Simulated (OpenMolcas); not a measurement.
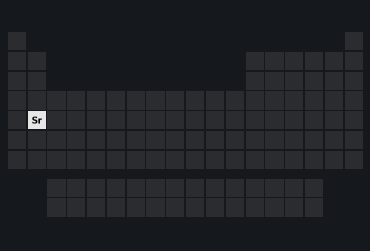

Fig. 1: The place of strontium in the periodic table.

# Multiconfigurational calculation, with input and output: Sr

- system: Sr.
- method: state-averaged MS-CASPT2, IPEA shift 0.25, imaginary shift 0.1 hartree, semicore shells correlated, active space 2 electrons in the shells 4d 5s 5p, basis ANO-R1, X2C scalar Hamiltonian, spin-orbit coupling by RASSI with atomic mean-field integrals (OpenMolcas)

The input:
```
&GATEWAY
Coord
1

Sr 0.0 0.0 0.0
Basis=ANO-R1
Group=XYZ
NoMove
AngMom=0.0 0.0 0.0
AMFI
&SEWARD
&RASSCF
FileOrb=start.orb
Symmetry=1
Spin=3
nActEl=2 0 0
Inactive=9 9
Ras2=6 3
CIRoot=3 3 1
SDav=18
CIMx=300
Iter=120 100
PrWF=0.3
OrbListing=Nothing
MaxOrb=0
Atom
>>> COPY $Project.JobIph JOB001
&RASSCF
FileOrb=start.orb
Symmetry=1
Spin=1
nActEl=2 0 0
Inactive=9 9
Ras2=6 3
CIRoot=1 1 1
SDav=27
CIMx=300
Iter=120 100
PrWF=0.3
OrbListing=Nothing
MaxOrb=0
Atom
>>> COPY $Project.JobIph JOB002
&RASSCF
FileOrb=start.orb
Symmetry=2
Spin=3
nActEl=2 0 0
Inactive=9 9
Ras2=6 3
CIRoot=3 3 1
SDav=18
CIMx=300
Iter=120 100
PrWF=0.3
OrbListing=Nothing
MaxOrb=0
Atom
>>> COPY $Project.JobIph JOB003
&RASSI
NrOfJobIphs=2 1 3
1
1 2 3
IphNames
JOB002
JOB003
EJob
SpinOrbit
DIPRint=1.0
SOCoupling=1000.0
Subsets=2
MEES
Property=10
'ANGMOM' 1 'ANGMOM' 2 'ANGMOM' 3 'MLTPL  1' 1 'MLTPL  1' 2 'MLTPL  1' 3
'AMFI' 1 'AMFI' 2 'AMFI' 3 'MLTPL  2' 6
SOProperty=3
'ANGMOM' 1 'ANGMOM' 2 'ANGMOM' 3
>>> COPY JOB002 $Project.JobIph
&CASPT2
Multistate=1 1
Frozen=8 6
IPAE=0.25
Imaginary=0.1
MaxIter=60
WThr=0.0 0.3 0.05
PrWF=0.5
NoMix
```

The file start.orb holds starting orbitals from an earlier step.

Hardware: 1 CPU thread, shared host.

Command:
```bash
OMP_NUM_THREADS=1 MOLCAS_MEM=2252 MOLCAS_PROJECT=a pymolcas a.inp > a.log  # once for each step of the input, in one work folder
```

Output (extracts):
```
|        MOLCAS_PRINT = 2
  |       MOLCAS_SOURCE = [file]
  |    MOLCAS_STRUCTURE = 0
  |
   --------------------------------------------------------------------------------------
++ ---------   Input file   ---------
>>> COPY JOB002 $Project.JobIph
&CASPT2
Multistate=1 1
Frozen=8 6
IPAE=0.25
Imaginary=0.1
MaxIter=60
WThr=0.0 0.3 0.05
PrWF=0.5
NoMix
-- ----------------------------------
>>> COPY JOB002 a.JobIph
*** symbolic link created: INPORB -> a.RasOrb
--- Start Module: caspt2 at  ---
()()()()()()()()()()()()()()()()()()()()()()()()()()()()()()()()()()()()()()()()()()()()()()()()()()
                                              &CASPT2
                                   only a single process is used
                       available to each process: 2.3 GB of memory, 1 thread
()()()()()()()()()()()()()()()()()()()()()()()()()()()()()()()()()()()()()()()()()()()()()()()()()()
 ###    ERROR: Unrecognized keyword: IPAE                                    ###
--- Stop Module: caspt2 at  /rc=_RC_INPUT_ERROR_ ---
.####################.
.# User input error #.
.####################.
```

Outcome:

```tsv
quantity	value
outcome	refused by the program
```

Diagnosis:

This input holds a deliberate fault: misspelt keyword. The program refused the input; the driver noted: spin 1 odd left out: above the window. Limits: CASPT2 multiplicity 1: _RC_INPUT_ERROR_.
